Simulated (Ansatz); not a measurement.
# SiAsNH6 (SMILES N[AsH][SiH3]): r2SCAN0/def2-SVP

What is the vertical ionisation energy of SiAsNH6 at r2SCAN0/def2-SVP? 

The results are computed with Ansatz 0.2.0.

72 further runs of the same task are left out: 72 set aside as unsound or not needed.

**1. The system as given**

The species is SiAsNH6 (9 atoms), meant as a singlet with charge 0. SMILES: `N[AsH][SiH3]`. The coordinates come from a PBE0-D4/def2-TZVP relaxation. This is one conformer, not always the lowest.

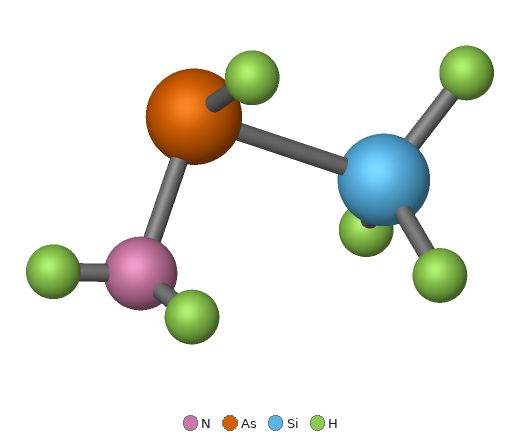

The structure, seen from a chosen angle (nitrogen pink, arsenic orange, silicon blue, hydrogen green).

**2. The energy at r2SCAN0/def2-SVP**

Contents of in.yaml:

```yaml
crystal:
  periodic: [false, false, false]
  atoms:
    - symbol: "N"
      position_ang: [-1.101100, 0.719000, -1.145600]
    - symbol: As
      position_ang: [0.735100, 0.438100, -0.988900]
    - symbol: Si
      position_ang: [0.557300, -1.064700, 0.828600]
    - symbol: H
      position_ang: [-1.303700, 1.291400, -1.954300]
    - symbol: H
      position_ang: [-1.525300, 1.144300, -0.332300]
    - symbol: H
      position_ang: [1.144100, 1.592600, -0.059800]
    - symbol: H
      position_ang: [1.889500, -1.194000, 1.477900]
    - symbol: H
      position_ang: [0.123900, -2.393300, 0.326700]
    - symbol: H
      position_ang: [-0.431200, -0.579700, 1.830600]
basis:
  gaussian:
    orbitals: def2-SVP
hamiltonian:
  xc: {name: r2SCAN0}
accuracy: high
output: {orbitals: {seedname: orbitals}}
```

Run with:

```sh
$ ansatz run in.yaml --threads 1 --pin off --max-ram 3480MiB --events-out events.jsonl --progress --plain --runs-dir runs
```

The log of the run:

```text
Warning: RAYON_NUM_THREADS=1 ignored (pool sized by the plan → 1); use --threads N
Functional definition: r2SCAN0
  name "r2SCAN0"
  parameter a = 0.25
  parameter k0 = 0.174
  parameter k1 = 0.065
  parameter a1 = 4.9479
  exchange = (1 - a)*r2scan_x(k0 = k0, k1 = k1, a1 = a1) + a*exact_x
  correlation = r2scan_c
2062 factors; integrals over basis functions are off by at most 4.7e-9 eV
mean field evaluation 1: about -70288.8725 eV, gradient 4.4e1 eV
mean field evaluation 2: about -70283.3924 eV, gradient 6.3e1 eV
mean field evaluation 4: about -70292.7364 eV, gradient 1.2e0 eV
mean field evaluation 8: about -70292.9038 eV, gradient 7.9e-2 eV
mean field evaluation 16: about -70292.9039 eV, gradient 7.2e-6 eV
mean field -70292.90385822 eV, -2583.2165705479 hartree, gradient 9.8e-9 eV, S^2 0.000000; 0 other end points of the search recorded, 0 dependent functions left out
reference -70292.90385882 eV, -2583.2165705701 hartree; 30, 30 occupied and 64, 64 virtual orbitals, 2062 factors
Total energy: -70292.90385882 eV, -2583.2165705701 hartree
```

It took 5.4 s on 1 thread of AMD EPYC 9R45 (Zen 5), shared host; peak memory 0.42 GiB.

**3. The doublet cation at the same level**

Contents of input.yaml:

```yaml
crystal:
  periodic: [false, false, false]
  atoms:
    - symbol: N
      position_ang: [-1.101100, 0.719000, -1.145600]
    - symbol: As
      position_ang: [0.735100, 0.438100, -0.988900]
    - symbol: Si
      position_ang: [0.557300, -1.064700, 0.828600]
    - symbol: H
      position_ang: [-1.303700, 1.291400, -1.954300]
    - symbol: H
      position_ang: [-1.525300, 1.144300, -0.332300]
    - symbol: H
      position_ang: [1.144100, 1.592600, -0.059800]
    - symbol: H
      position_ang: [1.889500, -1.194000, 1.477900]
    - symbol: H
      position_ang: [0.123900, -2.393300, 0.326700]
    - symbol: H
      position_ang: [-0.431200, -0.579700, 1.830600]
basis:
  gaussian: {orbitals: def2-SVP}
hamiltonian: {xc: {name: r2SCAN0}}
magnetization: {spin_polarized: true, initial_magnetization: 1}
output: {orbitals: {seedname: orbitals}}
total_charge: 1
accuracy: high
```

Run with:

```sh
$ ansatz run input.yaml --threads 1 --pin off --max-ram 3480MiB --events-out events.jsonl --progress --plain --runs-dir runs
```

The log of the run, shortened:

```text
Warning: RAYON_NUM_THREADS=1 ignored (pool sized by the plan → 1); use --threads N
[... 8 set-up lines as earlier in the session ...]
2061 factors; integrals over basis functions are off by at most 4.7e-9 eV
mean field evaluation 1: about -70273.9203 eV, gradient 4.7e1 eV
mean field evaluation 2: about -70233.1941 eV, gradient 8.7e1 eV
mean field evaluation 4: about -70283.3814 eV, gradient 3.8e0 eV
mean field evaluation 8: about -70283.6448 eV, gradient 6.9e-1 eV
mean field evaluation 16: about -70283.6826 eV, gradient 3.8e-2 eV
mean field evaluation 32: about -70283.6826 eV, gradient 4.6e-6 eV
mean field -70283.68263500 eV, -2582.8776968451 hartree, gradient 6.6e-8 eV, S^2 0.761677; 2 other end points of the search recorded, 0 dependent functions left out
reference -70283.68263665 eV, -2582.8776969059 hartree; 30, 29 occupied and 64, 65 virtual orbitals, 2061 factors
Total energy: -70283.68263665 eV, -2582.8776969059 hartree
```

Wall time 17 s (1 thread of AMD EPYC 9R45 (Zen 5), shared host); peak memory 0.68 GiB.

**4. Results**

At r2SCAN0/def2-SVP:

```
                                          quantity           value
                     singlet SiAsNH6: total energy  -2583.21657 Eh
                      singlet SiAsNH6: HOMO energy        -7.24 eV
                      singlet SiAsNH6: LUMO energy         0.13 eV
                    singlet SiAsNH6: HOMO–LUMO gap         7.37 eV
                      doublet cation: total energy  -2582.87770 Eh
doublet cation: HOMO energy (highest over α and β)       -13.42 eV
 doublet cation: LUMO energy (lowest over α and β)       -11.15 eV
                              doublet cation: ⟨S²⟩           0.762
vertical ionisation energy (to the doublet cation)        9.221 eV
```

The vertical ionisation energy comes to 9.22 eV (890 kJ/mol). −ε(HOMO) before ionisation, 7.24 eV, is 1.98 eV below this ionisation energy.
